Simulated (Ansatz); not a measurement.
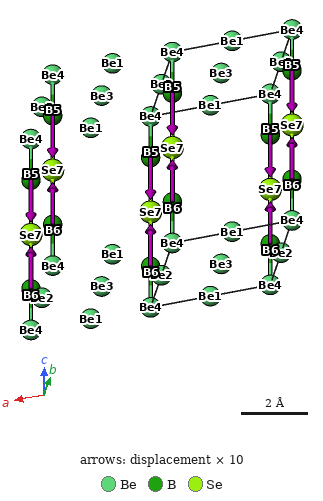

This is a relaxation of solid Be4B2Se (a generated structure, set up in P6/mmm) (coarse preliminary run). The starting structure is drawn; purple arrows show the displacements (the part carried along by the change of the cell is left out), magnified 10 times.

A ball-and-stick model of the cell of the calculation, repeated 2 × 1 × 1 with one cell outlined, seen from a free direction.

Method: DFT PBE, scalar-relativistic, plane waves, PAW (Ansatz). Settings: plane-wave cutoff 420 eV; k-point mesh 6 × 6 × 4; occupations gaussian; smearing width 0.1 eV; no spin polarisation; cell and atoms relaxed; force threshold 0.04 eV/Å; at most 70 steps.

Question: Atoms of which element are displaced furthest, and by how much?

Answer: Boron: up to 0.15 Å, against 0.00 Å for selenium.

Question: What did the optimiser do to the structure, and how much energy did it gain?

Answer: Over 4 accepted moves (5 points after the start) the energy falls by 202 meV per atom. The largest force component goes from 6.3 to 0.024 eV/Å. The pressure goes from 13.16 to 0.09 GPa. At 1 point the geometry stayed and the basis and grid were re-selected for the new cell (energy shift of 1.8 meV per atom at most each time). The largest moves relative to the cell, 0.15 Å, are those of B5 and B6. B6 goes along +c. Se and Be stay in place. Cell: a = b 3.877 → 4.179 Å (+7.8 %), c 6.762 → 7.008 Å (+3.6 %). Volume +20.4 %. Near-neighbour distances that change, for instance: Be4–B5 1.456 → 1.660 Å, B5–Se7 1.925 → 1.844 Å. The space group stays P6/mmm (No. 191).
